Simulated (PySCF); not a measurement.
Consider C6H22N4Si2 ((NMe2)3Si-NH-SiH3).

The calculation's input:

```
{"job": {"kind": "nmr", "xc": "PBE0", "basis": "pcSseg-1"}, "charge": 0, "multiplicity": 1}
Si     0.214324    -0.211651    -0.045866
N      0.645033    -0.493923     1.610584
C      0.256341    -1.669936     2.343106
C      1.239541     0.532166     2.424678
N     -1.379117     0.463001    -0.197658
C     -1.847642     1.116253    -1.393683
C     -2.362546     0.380204     0.849704
N      1.288279     0.895515    -0.834011
C      2.460166     0.461681    -1.545074
C      1.178753     2.322642    -0.691285
N      0.229329    -1.764018    -0.829993
Si    -1.128782    -2.405862    -1.706894
H     -0.495928    -1.453269     3.129751
H     -0.175114    -2.417613     1.663013
H      1.124193    -2.135301     2.850686
H      0.536464     0.943299     3.177838
H      1.590139     1.366791     1.801665
H      2.117052     0.146071     2.978835
H     -2.160093     2.160621    -1.193311
H     -2.717884     0.595448    -1.838875
H     -1.051197     1.143944    -2.151232
H     -2.748349     1.381917     1.123286
H     -1.923497    -0.062691     1.754326
H     -3.235017    -0.238002     0.559065
H      2.520458     0.935214    -2.544412
H      3.400800     0.706334    -1.011579
H      2.430822    -0.625526    -1.704159
H      1.125121     2.828587    -1.675835
H      2.041853     2.761691    -0.150228
H      0.266953     2.583679    -0.134205
H      1.023319    -2.382270    -0.698050
H     -0.761056    -3.786874    -2.150102
H     -1.469632    -1.602309    -2.921957
H     -2.370893    -2.497113    -0.875047
```

Launched as:

```sh
OMP_NUM_THREADS=2 python probes_run.py task.json out
```

Geometry: PBE0-D3(BJ)/def2-SVP.

Computed with PBE0/pcSseg-1, SCF density, gas phase, non-relativistic (PySCF 2.14.0).

Predict the electron density and electron localisation function between the atoms.

C–N (1.44 Å): the density is about 1.9 e/Å³ at the midpoint; the ELF peaks at about 0.90 between the atoms; a covalent bond.
Si–N (1.73 Å): ρ is about 1.1 e/Å³ halfway; the ELF peaks at about 0.90 between the atoms, as expected for a polar covalent bond.
C–H (1.10 Å): ρ at the midpoint is about 2 e/Å³; the ELF climbs to about 1 towards the hydrogen, as it does in any bond to H; an ordinary covalent bond to hydrogen.

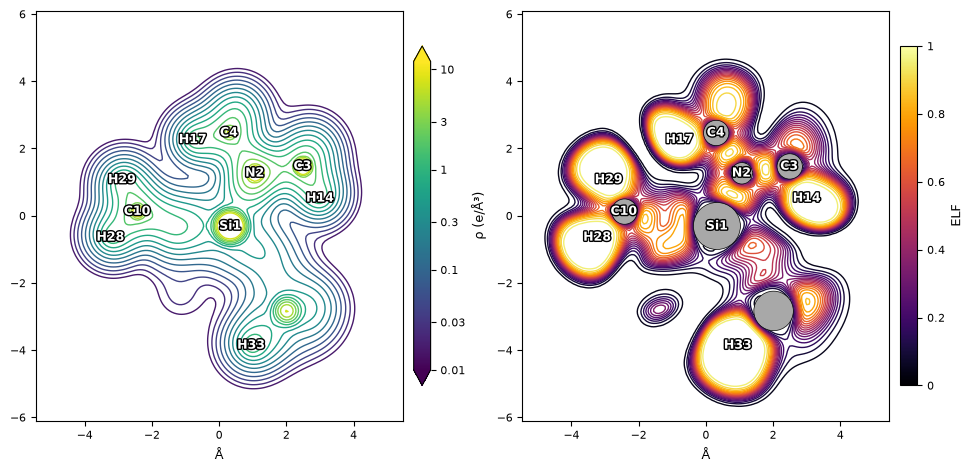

Computed electron density and electron localisation function on the plane of atoms Si1, N2 and C3, in this order. Grey discs cover the atomic cores in the ELF map. 
